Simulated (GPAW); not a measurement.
**free-standing triangular W monolayer, spacing 2.904 A: cost and accuracy of the functional**

Two starts of free-standing triangular W monolayer, spacing 2.904 A are run at each set of the functional. What moves?

Program: GPAW 26.7.0. Level of theory: several functionals; plane waves with GPAW's PAW setups, scalar-relativistic. Results are calculated unless marked as measured.

### 1. The starting structure

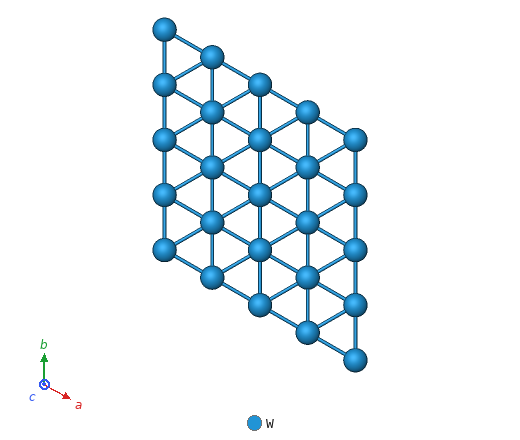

Start, viewed from above; tungsten blue. 4×4×1 cells are drawn. Some periodic images of atoms are drawn too.

The cell holds 1 atom: 1 W. Its edges and angles: a = 2.904 Å, b = 2.904 Å, c = 14.000 Å, α = 90.0°, β = 90.0°, γ = 120.0°. model lattice. Vacuum lies along c.

### 2. Set 1 (LDA), start ferro +

Each set takes another functional on the same cell and mesh.

Contents of order1.py:

```python
import json
import numpy as np
from ase import Atoms
from ase.parallel import paropen, parprint
from gpaw import GPAW

atoms = Atoms(['W'],
    cell=[[2.904, 0.0, 0.0],
         [-1.452, 2.514938, 0.0],
         [0.0, 0.0, 14.0]],
    scaled_positions=[[0.0, 0.0, 0.5]],
    pbc=True,
    magmoms=[1.0])
atoms.calc = GPAW(mode={'name': 'pw', 'ecut': 550},
    xc='LDA',
    kpts={'size': (10, 10, 1), 'gamma': True},
    occupations={'name': 'fermi-dirac', 'width': 0.1},
    convergence={'density': 1e-05, 'energy': 1e-05},
    maxiter=200,
    txt='order1.txt')
e = atoms.get_potential_energy(force_consistent=True)
res = {'free_energy': e, 'energy_sigma0': atoms.get_potential_energy(), 'fermi_energy': atoms.calc.get_fermi_level()}
res['moments'] = atoms.get_magnetic_moments().tolist()
res['total'] = atoms.get_magnetic_moment()
parprint('site moments (muB):', np.round(res['moments'], 3))
parprint(f"total moment: {res['total']:.3f} muB")
parprint(f'free energy: {e:.6f} eV')
atoms.calc.write('order1.gpw')
with paropen('results.json', 'w') as f:
    json.dump(res, f)
```

Run with:

```console
OMP_NUM_THREADS=1 python3 order1.py > order1.log
```

The program printed:

```text
site moments (muB): [0.]
total moment: 0.000 muB
free energy: -8.819316 eV

--- order1.txt ---
Input parameters:
  mode=PW(ecut=550),
  convergence={'density': 1e-05, 'energy': 1e-05},
  kpts=MonkhorstPack(size=(10, 10, 1), gamma=True),
  maxiter=200,
  occupations=Occupations(name='fermi-dirac', width=0.1),
  xc=XC(name='LDA')

Diagonalizing LCAO Hamiltonian
Converting LCAO to pw mode

       W

Atoms  # Å, Bohr magnetons
|   | symbol |        x |        y |        z |    initial magnetic moments |
|---|--------|----------|----------|----------|-----------------------------|
| 0 |      W | 0.000000 | 0.000000 | 7.000000 | ( 0.0000,  0.0000,  1.0000) |

Unit cell  # Å
| periodic |         x |        y |         z |   lengths |     angles |
|----------|-----------|----------|-----------|-----------|------------|
|      yes |  2.904000 | 0.000000 |  0.000000 |  2.904000 |  90.000000 |
|      yes | -1.452000 | 2.514938 |  0.000000 |  2.904000 |  90.000000 |
|      yes |  0.000000 | 0.000000 | 14.000000 | 14.000000 | 119.999998 |

Number of symmetries: 8

BZ-sampling:
  Number of BZ points: 100
  Number of IBZ points: 31

  Monkhorst-Pack size: [10, 10, 1]
  Monkhorst-Pack shift: [0.05, 0.05, 0.0]

Plane wave coefficients: 3051
Cutoff: 550.0 eV

Spin-components: 2 (collinear spins)
Bands:           13
Projectors:      6
Spin-degeneracy: 1
Datatype:        complex128

Parallelization:
  kpt:    1
  domain: 1
  band:   1

Density:
  Valence electrons: 14.0
  Components: 2
  Grid points: [16 16 80]
  Charge: 0.0  # |e|

Potential:
  Grid points: [16 16 80]

[... setups left out ...]
Reference energy: -438516.106214  # eV

eigensolver:
  PPCG
  Converge bands: occupied
  niter=2

density mixing:
  MSR1-Mixer
  Pratt-step length: 0.05
  Maximum mixing coefficient: 0.75
  Old densities: 10
  SVD Regularization: 0.005
  Good broyden scale: 1.0
  Trust region scale: 1.0
  Backstep threshold: 4.0
  History deletion threshold: 6.0
  Fourier metric: weight=20.0, sigma=0.015

occupation numbers:
  Fermi-Dirac:
    width: 0.1000  # eV

poisson solver:
  ecut: 4400.0  # eV

xc functional:
  name: None

convergence criteria:
- Maximum integral of absolute [dens]ity change: 1e-05 electrons / valence electron
- Maximum [total energy] change in last 3 cyles: 1e-05 eV / valence electron
- Maximum integral of absolute [eigenst]ate change: 4e-08 eV^2 / valence electron
maximum number of iterations: 200

SCF iterations
|iter     |      energy | eigst |  dens |  magmom |
|---------|-------------|-------|-------|---------|
|iter:   1|       0s |   -9.219794 | -0.13 |       |  +1.0010|
|iter:   2|       3s |   -9.142078 | -1.46 | -0.88 |  +0.9678|
|iter:   3|       6s |   -8.766335 | -1.15 | -0.91 |  +0.5211|
|iter:   4|       8s |   -8.780951 | -2.69 | -1.51 |  +0.3621|
|iter:   5|      11s |   -8.793502 | -3.28 | -1.69 |  +0.0831|
|iter:   6|      14s |   -8.794606 | -4.11 | -2.35 |  +0.0327|
|iter:   7|      17s |   -8.794681 | -4.71 | -2.73 |  +0.0059|
|iter:   8|      19s |   -8.794714c| -5.31 | -3.15 |  +0.0021|
|iter:   9|      22s |   -8.794728c| -5.82 | -3.50 |  -0.0002|
|iter:  10|      24s |   -8.794726c| -6.46 | -4.11 |  +0.0001|
|iter:  11|      27s |   -8.794726c| -6.97 | -4.65 |  -0.0000|
|iter:  12|      28s |   -8.794726c| -7.38 | -5.57c|  +0.0000|
|iter:  13|      30s |   -8.794726c| -7.77c| -5.91c|  +0.0000|

Converged in 13 steps
Energy contributions relative to reference atoms: (reference = -438516.106214)

Energy contributions:
  Kinetic:         -21.311842
  Coulomb:          16.909969
  Zero:             -0.076235
  External:          0.000000
  Xc:               -4.292027
  Entropy:          -0.049180
  Spinorbit:         0.000000
  ----------------------------
  Free energy:      -8.819316
  Extrapolated:     -8.794726

dipole moment: (-5.428535, -9.402498, 0.000014)  # |e|*Ang

Total magnetic moment: (0.000000, 0.000000, 0.000001)

Local magnetic moments
|        x |        y |        z |
|----------|----------|----------|
| 0.000000 | 0.000000 | 0.000000 |  # W    0

Fermi level: -2.379
Eigenvalues  # (at kpt = [0.000, 0.000, 0.000])
| band index |      eig [eV] | occ [0-1] |      eig [eV] | occ [0-1] |
|------------|---------------|-----------|---------------|-----------|
|          0 |       -76.308 |     1.000 |       -76.308 |     1.000 |
|          1 |       -40.960 |     1.000 |       -40.960 |     1.000 |
|          2 |       -40.142 |     1.000 |       -40.142 |     1.000 |
|          3 |       -40.142 |     1.000 |       -40.142 |     1.000 |
|          4 |        -8.254 |     1.000 |        -8.254 |     1.000 |
|          5 |        -3.555 |     1.000 |        -3.555 |     1.000 |
|          6 |        -2.262 |     0.238 |        -2.262 |     0.238 |
|          7 |        -2.262 |     0.238 |        -2.262 |     0.238 |
|          8 |        -1.603 |     0.000 |        -1.603 |     0.000 |
|          9 |         0.284 |     0.000 |         0.284 |     0.000 |
|         10 |         0.284 |     0.000 |         0.284 |     0.000 |
|         11 |         2.689 |     0.000 |         2.689 |     0.000 |
|         12 |         3.584 |     0.000 |         3.584 |     0.000 |

No gap
No difference between direct/indirect transitions
```

Run time: 38 s. Hardware: 1 MPI rank of AMD EPYC 7R43, shared host; peak memory 0.22 GiB.

The spin moment in the augmentation sphere vanishes on all atoms.

Numbers from this step:

| Quantity | Value |
| --- | --- |
| final state | non-magnetic |

After 13 cycles the seed has died away: no moment is left.

### 3. Set 1 (LDA), start antiferro q=(0,1/2,0) +-

The second start gives the energy difference between the two end states, the quantity that is followed from set to set. Its q is in fractions of the reciprocal vectors of the first run's cell.

order2.py is the script of step 2 with these lines changed:

```diff
@@ -6,12 +6,13 @@
 
-atoms = Atoms(['W'],
+atoms = Atoms(['W', 'W'],
     cell=[[2.904, 0.0, 0.0],
-         [-1.452, 2.514938, 0.0],
+         [-2.904, 5.029876, 0.0],
          [0.0, 0.0, 14.0]],
-    scaled_positions=[[0.0, 0.0, 0.5]],
+    scaled_positions=[[0.0, 0.0, 0.5],
+         [0.0, 0.5, 0.5]],
     pbc=True,
-    magmoms=[1.0])
+    magmoms=[1.0, -1.0])
 atoms.calc = GPAW(mode={'name': 'pw', 'ecut': 550},
     xc='LDA',
-    kpts={'size': (10, 10, 1), 'gamma': True},
+    kpts={'size': (10, 5, 1), 'gamma': True},
     occupations={'name': 'fermi-dirac', 'width': 0.1},
@@ -19,3 +20,3 @@
     maxiter=200,
-    txt='order1.txt')
+    txt='order2.txt')
 e = atoms.get_potential_energy(force_consistent=True)
@@ -27,3 +28,3 @@
 parprint(f'free energy: {e:.6f} eV')
-atoms.calc.write('order1.gpw')
+atoms.calc.write('order2.gpw')
 with paropen('results.json', 'w') as f:
```

Run with:

```console
OMP_NUM_THREADS=1 python3 order2.py > order2.log
```

The program printed:

```text
site moments (muB): [ 0. -0.]
total moment: -0.000 muB
free energy: -17.638631 eV

--- order2.txt ---
Input parameters:
  mode=PW(ecut=550),
  convergence={'density': 1e-05, 'energy': 1e-05},
  kpts=MonkhorstPack(size=(10, 5, 1), gamma=True),
  maxiter=200,
  occupations=Occupations(name='fermi-dirac', width=0.1),
  xc=XC(name='LDA')

Diagonalizing LCAO Hamiltonian
Converting LCAO to pw mode

         W
          W

Atoms  # Å, Bohr magnetons
|   | symbol |         x |        y |        z |    initial magnetic moments |
|---|--------|-----------|----------|----------|-----------------------------|
| 0 |      W |  0.000000 | 0.000000 | 7.000000 | ( 0.0000,  0.0000,  1.0000) |
| 1 |      W | -1.452000 | 2.514938 | 7.000000 | ( 0.0000,  0.0000, -1.0000) |

Number of symmetries: 4

BZ-sampling:
  Number of BZ points: 50
  Number of IBZ points: 26

  Monkhorst-Pack size: [10, 5, 1]
  Monkhorst-Pack shift: [0.05, 0.0, 0.0]

Plane wave coefficients: 6022
Cutoff: 550.0 eV

Spin-components: 2 (collinear spins)
Bands:           21
Projectors:      12
Spin-degeneracy: 1
Datatype:        complex128

Parallelization:
  kpt:    1
  domain: 1
  band:   1

Density:
  Valence electrons: 28.0
  Components: 2
  Grid points: [16 32 80]
  Charge: 0.0  # |e|

Potential:
  Grid points: [16 32 80]

[... setups left out ...]
Reference energy: -877032.212428  # eV

convergence criteria:
- Maximum integral of absolute [dens]ity change: 1e-05 electrons / valence electron
- Maximum [total energy] change in last 3 cyles: 1e-05 eV / valence electron
- Maximum integral of absolute [eigenst]ate change: 4e-08 eV^2 / valence electron
[...]
|iter:  14|     102s |  -17.589451c| -6.57 | -4.69 |  -0.0000|
|iter:  15|     109s |  -17.589451c| -6.97 | -5.18c|  -0.0000|
|iter:  16|     116s |  -17.589451c| -7.36 | -5.77c|  -0.0000|
|iter:  17|     120s |  -17.589451c| -7.62c| -6.30c|  -0.0000|

Converged in 17 steps
Energy contributions relative to reference atoms: (reference = -877032.212428)

Energy contributions:
  Kinetic:         -42.623839
  Coulomb:          33.820067
  Zero:             -0.152461
  External:          0.000000
  Xc:               -8.584038
  Entropy:          -0.098361
  Spinorbit:         0.000000
  ----------------------------
  Free energy:     -17.638631
  Extrapolated:    -17.589451

dipole moment: (-10.857072, -18.804993, 0.000028)  # |e|*Ang

Total magnetic moment: (0.000000, 0.000000, -0.000000)

Local magnetic moments
|        x |        y |         z |
|----------|----------|-----------|
| 0.000000 | 0.000000 |  0.000011 |  # W    0
| 0.000000 | 0.000000 | -0.000011 |  # W    1

Fermi level: -2.379
Eigenvalues  # (at kpt = [0.000, 0.000, 0.000])
| band index |      eig [eV] | occ [0-1] |      eig [eV] | occ [0-1] |
|------------|---------------|-----------|---------------|-----------|
|          0 |       -76.308 |     1.000 |       -76.308 |     1.000 |
|        ... |               |           |               |           |
|          4 |       -40.834 |     1.000 |       -40.834 |     1.000 |
|          5 |       -40.309 |     1.000 |       -40.309 |     1.000 |
|          6 |       -40.142 |     1.000 |       -40.142 |     1.000 |
|          7 |       -40.142 |     1.000 |       -40.142 |     1.000 |
[...]
|         17 |         0.077 |     0.000 |         0.077 |     0.000 |
|         18 |         0.284 |     0.000 |         0.284 |     0.000 |
|         19 |         0.284 |     0.000 |         0.284 |     0.000 |
|         20 |         2.468 |     0.000 |         2.468 |     0.000 |

No gap
No difference between direct/indirect transitions
```

Elapsed: 2.2 min, on 1 MPI rank; peak memory 0.35 GiB.

The spin moment in the augmentation sphere vanishes on all atoms.

This step gave:

- final state: non-magnetic

This start lies +0.0 meV a seeded atom from the first; its moments have collapsed.

### 4. Set 2 (PBEsol), start ferro +

order1.py is the script of step 2 with these lines changed:

```diff
@@ -14,3 +14,3 @@
 atoms.calc = GPAW(mode={'name': 'pw', 'ecut': 550},
-    xc='LDA',
+    xc='PBEsol',
     kpts={'size': (10, 10, 1), 'gamma': True},
```

Run with:

```console
OMP_NUM_THREADS=1 python3 order1.py > order1.log
```

The program printed:

```text
FileNotFoundError: Could not find required PAW dataset file "W.PBEsol".
You need to set the GPAW_SETUP_PATH environment variable to point to
the directories where PAW dataset and basis files are stored.  See

--- order1.txt ---
Input parameters:
  mode=PW(ecut=550),
  convergence={'density': 1e-05, 'energy': 1e-05},
  kpts=MonkhorstPack(size=(10, 10, 1), gamma=True),
  maxiter=200,
  occupations=Occupations(name='fermi-dirac', width=0.1),
  xc=XC(name='PBEsol')
```

Elapsed: 2.3 s, on 1 MPI rank; peak memory 0.1 GiB.

The program refused the input before any cycle.

The program's message: “FileNotFoundError: Could not find required PAW dataset file "W.PBEsol".”

### 5. Set 2 (PBEsol), start antiferro q=(0,1/2,0) +-

order2.py is the script of step 3 with these lines changed:

```diff
@@ -15,3 +15,3 @@
 atoms.calc = GPAW(mode={'name': 'pw', 'ecut': 550},
-    xc='LDA',
+    xc='PBEsol',
     kpts={'size': (10, 5, 1), 'gamma': True},
```

Run with:

```console
OMP_NUM_THREADS=1 python3 order2.py > order2.log
```

The program printed:

```text
FileNotFoundError: Could not find required PAW dataset file "W.PBEsol".
You need to set the GPAW_SETUP_PATH environment variable to point to
the directories where PAW dataset and basis files are stored.  See

--- order2.txt ---
Input parameters:
  mode=PW(ecut=550),
  convergence={'density': 1e-05, 'energy': 1e-05},
  kpts=MonkhorstPack(size=(10, 5, 1), gamma=True),
  maxiter=200,
  occupations=Occupations(name='fermi-dirac', width=0.1),
  xc=XC(name='PBEsol')
```

It took 2 s on 1 MPI rank; peak memory 0.1 GiB.

The program refused the input before any cycle.

The program's message: “FileNotFoundError: Could not find required PAW dataset file "W.PBEsol".”

### 6. Set 3 (PBE), start ferro +

order1.py is the script of step 4 with these lines changed:

```diff
@@ -14,3 +14,3 @@
 atoms.calc = GPAW(mode={'name': 'pw', 'ecut': 550},
-    xc='PBEsol',
+    xc='PBE',
     kpts={'size': (10, 10, 1), 'gamma': True},
```

Run with:

```console
OMP_NUM_THREADS=1 python3 order1.py > order1.log
```

The program printed:

```text
site moments (muB): [0.]
total moment: 0.000 muB
free energy: -8.126979 eV

--- order1.txt ---
Input parameters:
  mode=PW(ecut=550),
  convergence={'density': 1e-05, 'energy': 1e-05},
  kpts=MonkhorstPack(size=(10, 10, 1), gamma=True),
  maxiter=200,
  occupations=Occupations(name='fermi-dirac', width=0.1),
  xc=XC(name='PBE')

Diagonalizing LCAO Hamiltonian
Converting LCAO to pw mode

       W

[...]
|          3 |       -39.901 |     1.000 |       -39.901 |     1.000 |
|          4 |        -7.989 |     1.000 |        -7.989 |     1.000 |
[...]
|          9 |         0.584 |     0.000 |         0.584 |     0.000 |
|         10 |         0.584 |     0.000 |         0.584 |     0.000 |
|         11 |         2.726 |     0.000 |         2.726 |     0.000 |
|         12 |         3.590 |     0.000 |         3.590 |     0.000 |

No gap
No difference between direct/indirect transitions


[key lines of the parts left out:]
Free energy:      -8.126979
Converged in 14 steps
dipole moment: (-5.415961, -9.380720, 0.000014)  # |e|*Ang
Fermi level: -2.083
```

The job ended after 46 s (1 MPI rank; peak memory 0.23 GiB).

Numbers from this step:

```
final state : non-magnetic
```

After 14 cycles the seed has died away: no moment is left.

### 7. Set 3 (PBE), start antiferro q=(0,1/2,0) +-

order2.py is the script of step 5 with these lines changed:

```diff
@@ -15,3 +15,3 @@
 atoms.calc = GPAW(mode={'name': 'pw', 'ecut': 550},
-    xc='PBEsol',
+    xc='PBE',
     kpts={'size': (10, 5, 1), 'gamma': True},
```

Run with:

```console
OMP_NUM_THREADS=1 python3 order2.py > order2.log
```

The program printed:

```text
site moments (muB): [ 0.599 -0.599]
total moment: -0.000 muB
free energy: -16.300182 eV

--- order2.txt ---
Input parameters:
  mode=PW(ecut=550),
  convergence={'density': 1e-05, 'energy': 1e-05},
  kpts=MonkhorstPack(size=(10, 5, 1), gamma=True),
  maxiter=200,
  occupations=Occupations(name='fermi-dirac', width=0.1),
  xc=XC(name='PBE')

Diagonalizing LCAO Hamiltonian
Converting LCAO to pw mode

         W
[...]
|          6 |       -39.766 |     1.000 |       -39.766 |     1.000 |
|          7 |       -39.730 |     1.000 |       -39.730 |     1.000 |
[...]
|         17 |         0.302 |     0.000 |         0.302 |     0.000 |
|         18 |         0.729 |     0.000 |         0.729 |     0.000 |
|         19 |         0.784 |     0.000 |         0.784 |     0.000 |
|         20 |         2.853 |     0.000 |         2.853 |     0.000 |

No gap
No difference between direct/indirect transitions


[key lines of the parts left out:]
Free energy:     -16.300182
Converged in 17 steps
dipole moment: (-10.829757, -18.757681, 0.000028)  # |e|*Ang
Fermi level: -2.094
```

Elapsed: 2.9 min, on 1 MPI rank; peak memory 0.36 GiB.

This step gave:

```
magnetization  : 0 μB
final state    : antiferromagnetic
largest moment : 0.5987 μB
```

This start lies -23.1 meV a seeded atom from the first, a change of -23.1 meV since set 1; its largest moment is 0.599 μB.

### 8. Set 4 (RPBE), start ferro +

order1.py is the script of step 6 with these lines changed:

```diff
@@ -14,3 +14,3 @@
 atoms.calc = GPAW(mode={'name': 'pw', 'ecut': 550},
-    xc='PBE',
+    xc='RPBE',
     kpts={'size': (10, 10, 1), 'gamma': True},
```

Run with:

```console
OMP_NUM_THREADS=1 python3 order1.py > order1.log
```

The program printed:

```text
site moments (muB): [0.]
total moment: 0.000 muB
free energy: -7.779441 eV

--- order1.txt ---
Input parameters:
  mode=PW(ecut=550),
  convergence={'density': 1e-05, 'energy': 1e-05},
  kpts=MonkhorstPack(size=(10, 10, 1), gamma=True),
  maxiter=200,
  occupations=Occupations(name='fermi-dirac', width=0.1),
  xc=XC(name='RPBE')

Diagonalizing LCAO Hamiltonian
Converting LCAO to pw mode

       W

[...]
|          3 |       -39.816 |     1.000 |       -39.816 |     1.000 |
|          4 |        -7.873 |     1.000 |        -7.873 |     1.000 |
[...]
|          9 |         0.696 |     0.000 |         0.696 |     0.000 |
|         10 |         0.696 |     0.000 |         0.696 |     0.000 |
|         11 |         2.659 |     0.000 |         2.659 |     0.000 |
|         12 |         3.487 |     0.000 |         3.487 |     0.000 |

No gap
No difference between direct/indirect transitions


[key lines of the parts left out:]
Free energy:      -7.779441
Converged in 14 steps
dipole moment: (-5.408393, -9.367613, 0.000014)  # |e|*Ang
Fermi level: -1.960
```

Run time: 43 s. Hardware: 1 MPI rank; peak memory 0.23 GiB.

This step gave:

```
final state : non-magnetic
```

After 14 cycles the seed has died away: no moment is left.

(Part 1 of 2 ends here.)

[Logs and program files are shortened in this print: banners, set-up blocks, solver, clock and traceback lines can be left out without a mark of their own.]

[Logs are printed without paths, hosts, clocks, repeated set-up lines and the standing remarks that a program may print on its own settings, such as how far it seeks lower states.]

[Hosts, paths, dates, database ids (printed as entryN), source tags and the programs' standing remarks are cut or masked in the printed files.]

[Where a cell is said to come from a database of computed structures, the database is the Materials Project.]
